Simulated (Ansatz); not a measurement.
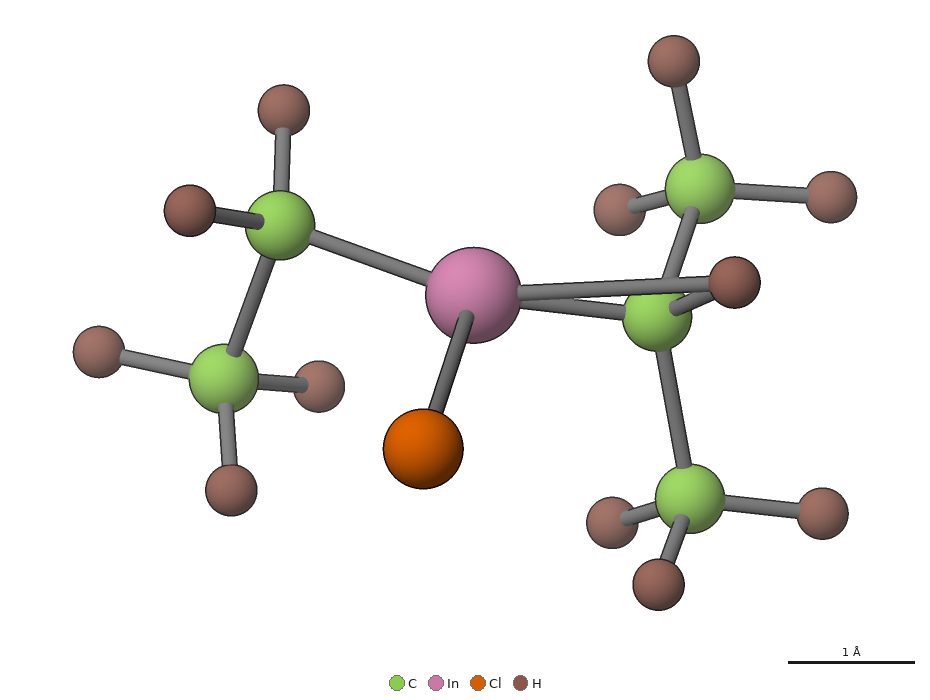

The picture shows the input geometry.

The calculation was set up as follows.

```yaml
crystal:
  periodic: [false, false, false]
  atoms:
    - {symbol: C, position_ang: [-0.116300, -2.278200, 0.338600]}
    - {symbol: C, position_ang: [-1.239700, -1.298800, 0.851100]}
    - {symbol: In, position_ang: [-0.354800, 0.119400, 0.706200]}
    - {symbol: Cl, position_ang: [0.639000, 0.389800, 3.208200]}
    - {symbol: C, position_ang: [0.164400, 1.283900, -0.106200]}
    - {symbol: C, position_ang: [-0.699500, 1.404300, -1.342500]}
    - {symbol: C, position_ang: [1.656500, 1.067600, -0.427300]}
    - {symbol: H, position_ang: [0.155800, -1.918900, -0.711200]}
    - {symbol: H, position_ang: [-0.542000, -3.259000, 0.358500]}
    - {symbol: H, position_ang: [0.733700, -2.173600, 1.002300]}
    - {symbol: H, position_ang: [-1.557400, -1.606500, 1.892300]}
    - {symbol: H, position_ang: [-2.097600, -1.299900, 0.193200]}
    - {symbol: H, position_ang: [0.004100, 2.241800, 0.503100]}
    - {symbol: H, position_ang: [-0.646400, 0.463800, -1.915300]}
    - {symbol: H, position_ang: [-0.380300, 2.234500, -1.961200]}
    - {symbol: H, position_ang: [-1.752800, 1.566300, -1.027600]}
    - {symbol: H, position_ang: [2.227800, 1.005900, 0.505900]}
    - {symbol: H, position_ang: [1.736600, 0.144100, -0.996400]}
    - {symbol: H, position_ang: [2.027100, 1.909200, -1.015300]}
basis:
  gaussian: {orbitals: def2-SVP}
hamiltonian: {xc: pbe, dispersion: d4}
relax: {f_tol: 0.03, max_steps: 200}
```

What the program printed (its end):

```
1997 factors; their error is unknown
mean field -23057.93475653 eV, -847.3634730730 hartree, gradient 2.0e-5 eV, S^2 0.000000; 1 other end points of the search recorded, 0 dependent functions left out
the calculation of the forces begins
reference -23057.93480660 eV, -847.3634749131 hartree; 40, 40 occupied and 134, 134 virtual orbitals, 1997 factors
Total energy: -23058.37253714 eV, -847.3795612137 hartree
Atom 0 at    -0.700572    -3.252518     1.053467 Å, force     0.011718    -0.006481    -0.001700 eV/Å
Atom 1 at    -1.398662    -1.927932     0.748162 Å, force    -0.014727     0.004667     0.000107 eV/Å
Atom 2 at    -0.014695    -0.230237     0.618625 Å, force    -0.001990     0.002625    -0.000705 eV/Å
Atom 3 at     1.845522    -0.678380     2.105608 Å, force    -0.002212    -0.000011     0.001042 eV/Å
Atom 4 at     0.288774     1.758345    -0.298469 Å, force    -0.000317     0.000667     0.001726 eV/Å
Atom 5 at    -0.496953     1.922847    -1.601634 Å, force    -0.001777     0.000010    -0.002553 eV/Å
Atom 6 at     1.781453     2.054587    -0.447768 Å, force     0.002790     0.000112    -0.000053 eV/Å
Atom 7 at    -0.050309    -3.581004     0.216161 Å, force    -0.007464     0.003167     0.011356 eV/Å
Atom 8 at    -1.438046    -4.065820     1.230583 Å, force     0.002365    -0.000644    -0.000741 eV/Å
Atom 9 at    -0.055210    -3.181591     1.952465 Å, force    -0.006082    -0.000883    -0.007891 eV/Å
Atom 10 at    -2.105097    -1.639313     1.557107 Å, force     0.008930    -0.003045    -0.010772 eV/Å
Atom 11 at    -1.987182    -1.961537    -0.192261 Å, force     0.009138     0.002199     0.010558 eV/Å
Atom 12 at    -0.141683     2.431937     0.476810 Å, force     0.001907    -0.003718    -0.001302 eV/Å
Atom 13 at    -0.138964     1.230296    -2.393078 Å, force    -0.001951     0.002713     0.001533 eV/Å
Atom 14 at    -0.377866     2.954116    -2.006544 Å, force    -0.000082    -0.001607     0.000302 eV/Å
Atom 15 at    -1.585030     1.747295    -1.472878 Å, force     0.001245     0.000700     0.000480 eV/Å
Atom 16 at     2.336331     1.902269     0.499348 Å, force    -0.000958    -0.000140    -0.002732 eV/Å
Atom 17 at     2.254753     1.404951    -1.214528 Å, force    -0.001165     0.002237     0.001466 eV/Å
Atom 18 at     1.941636     3.107389    -0.774778 Å, force     0.000632    -0.002569    -0.000121 eV/Å
Dipole moment:    -0.565648     0.156976    -0.451903 e Å
```
